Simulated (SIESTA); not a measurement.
Band structure of ScIr₃ (Pm-3m, 4 atoms in the cell).

```xyz
4
Lattice="3.8483 0.0000 0.0000 0.0000 3.8483 0.0000 0.0000 0.0000 3.8483" Properties=species:S:1:pos:R:3 pbc="T T T"
Sc     0.0000     0.0000     0.0000
Ir     0.0000     1.9242     1.9242
Ir     1.9242     0.0000     1.9242
Ir     1.9242     1.9242     0.0000
```

Computed with LDA PW92, numerical atomic orbitals DZP, PseudoDojo LDA standard norm-conserving potentials (rewritten from UPF to PSML) in SIESTA.

Settings: XC.functional = LDA; XC.authors = PW92; potentials = PseudoDojo LDA standard; PAO.BasisSize = DZP; PAO.EnergyShift = 0.01 Ry; MeshCutoff = 300 Ry; kgrid.MonkhorstPack = 6 6 6; OccupationFunction = FD; ElectronicTemperature = 1578.21 K; MaxSCFIterations = 150; SCF.Mixer.Method = Broyden; SCF.Mixer.Weight = 0.25; SCF.Mixer.History = 6; SCF.DM.Tolerance = 1.0E-05.

The starting cell comes from a database of computed structures (which also holds hypothetical and non-ambient phases and stackings), without a prior relaxation at this level. Its lattice was rescaled by a random factor within 2.5 % of one. Spin-orbit coupling is off. Spin polarisation is off. Values carry the incompleteness of an atom-centred basis.

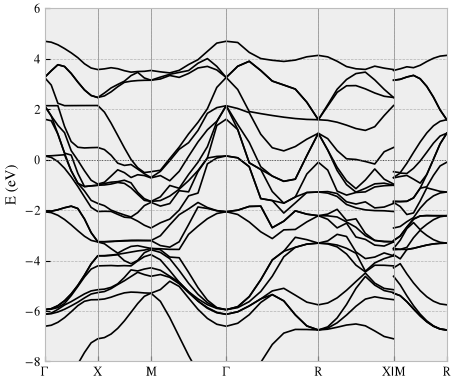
Fig. 1. Bands along the path, energies from the Fermi level.

Levels in eV from the Fermi level, bands 28 to 33:
```
point     28     29     30     31     32     33
-----  -----  -----  -----  -----  -----  -----
Γ       0.14   1.60   2.14   2.14   2.14   3.25
X      -1.74  -1.02  -1.02  -0.97   0.48   2.14
M      -1.69  -1.66  -1.66  -0.72  -0.71  -0.48
R      -1.28  -0.10   1.04   1.04   1.04   1.58
```

Bands cross the Fermi level along this path, so the cell is metallic at this level.

Higher empty bands are left out: an atom-centred basis made for the valence describes them poorly.
